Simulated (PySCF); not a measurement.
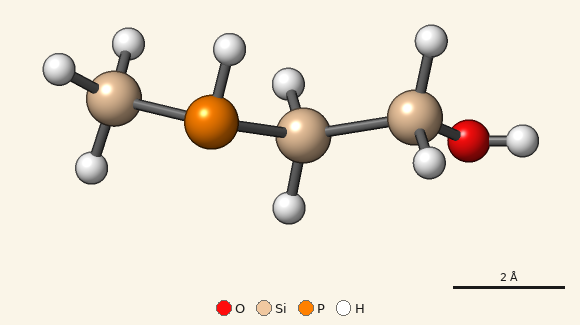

This is the input geometry for a relaxation of Si3PH9O. The picture is a ball-and-stick view, seen from a free direction.

The start comes from GFN2-xTB. Its atoms were then displaced at random by about 0.01 Å.

These are results of PySCF 2.14.0, density-fitted response routines, PBE0-D3(BJ)/def2-SVP geometry optimisation, gas phase, not measurements.

```xyz
14

O    -3.3760   -0.6731   -0.0932
Si   -2.3397    0.5611    0.1267
Si   -0.4101   -0.4819   -0.5427
P     1.2674    1.0590   -0.6323
Si    3.0807   -0.1724   -0.5145
H    -4.3322   -0.5524    0.0831
H    -2.3794    0.9966    1.5354
H    -2.7454    1.7429   -0.6525
H    -0.3937   -1.0409   -1.8722
H     0.0252   -1.6036    0.3406
H     1.1842    1.3748    0.7180
H     3.0046   -1.2127    0.5241
H     4.1541    0.7535   -0.1882
H     3.2530   -0.7658   -1.8149
```

Q: Where does the relaxation end?

A: The energy falls by 0.349 eV in 11 geometry steps. The largest moves after the best rigid fit, 0.23 Å, are those of H8 and H11. Largest moves by element: H 0.23 Å, P 0.21 Å, O 0.16 Å, Si 0.11 Å. Some distances before and after: P4–Si5 2.195 → 2.263 Å, Si5–H14 1.440 → 1.494 Å, Si3–H9 1.442 → 1.495 Å, Si2–Si3 2.293 → 2.339 Å. Among the angles between lasting bonds that change: O1–Si2–Si3 98.7° → 107.5°, Si3–Si2–H8 116.3° → 109.6°, Si3–Si2–H7 115.8° → 109.2°.

Final geometry:

```xyz
14

O    -3.5282   -0.7210   -0.0705
Si   -2.3646    0.4721    0.0598
Si   -0.3127   -0.4814   -0.5317
P     1.2174    1.1932   -0.4770
Si    3.0531   -0.1294   -0.5059
H    -4.4256   -0.4757    0.1746
H    -2.2739    1.0082    1.4585
H    -2.6550    1.6365   -0.8380
H    -0.3447   -0.9797   -1.9409
H     0.0303   -1.6284    0.3691
H     1.1899    1.3389    0.9450
H     3.0339   -1.1862    0.5515
H     4.2702    0.7191   -0.3286
H     3.1026   -0.7814   -1.8488
```

The end point in the same view:

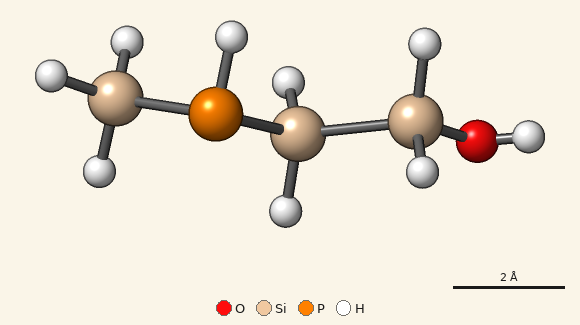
